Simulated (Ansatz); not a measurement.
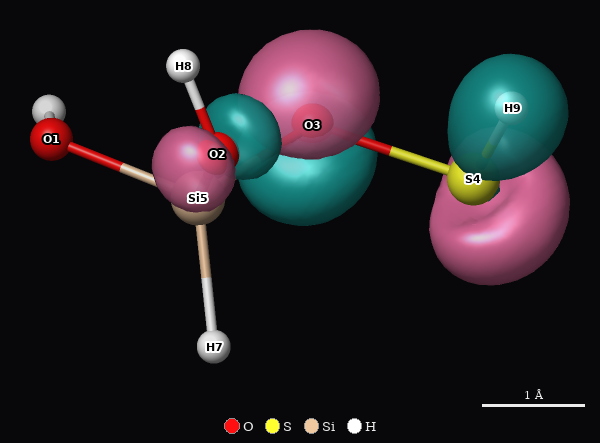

Figure 1: H4O3SSi (SMILES O[SiH](O)OS). The HOMO−1 at ±0.2 Å⁻³ᐟ² (teal and pink are the two phases), seen from one side.

Geometry: PBE0-D3(BJ)/def2-SVP.

All numbers below come from isolated molecule in a Gaussian basis; Kohn-Sham density functional theory, functional PBE0 (Ansatz).

```yaml
atoms:
  - { symbol: O, position_ang: [0.2398, 0.7950, -1.8413] }
  - { symbol: O, position_ang: [2.2016, 1.7256, -0.2689] }
  - { symbol: O, position_ang: [1.3230, -0.8930, -0.1487] }
  - { symbol: S, position_ang: [1.8090, -1.4184, 1.3697] }
  - { symbol: Si, position_ang: [0.8969, 0.7242, -0.3304] }
  - { symbol: H, position_ang: [-0.1393, -0.0249, -2.1726] }
  - { symbol: H, position_ang: [0.0036, 1.1296, 0.7720] }
  - { symbol: H, position_ang: [2.7282, 1.7770, -1.0731] }
  - { symbol: H, position_ang: [3.0897, -0.9719, 1.3199] }
```

> Describe this orbital and give its energy.

By Hirshfeld shares it lies mainly on O3 (about 45 %), S4 (about 30 %), H9 (about 10 %) and O2 (about 10 %). Its energy is −9.12 eV.
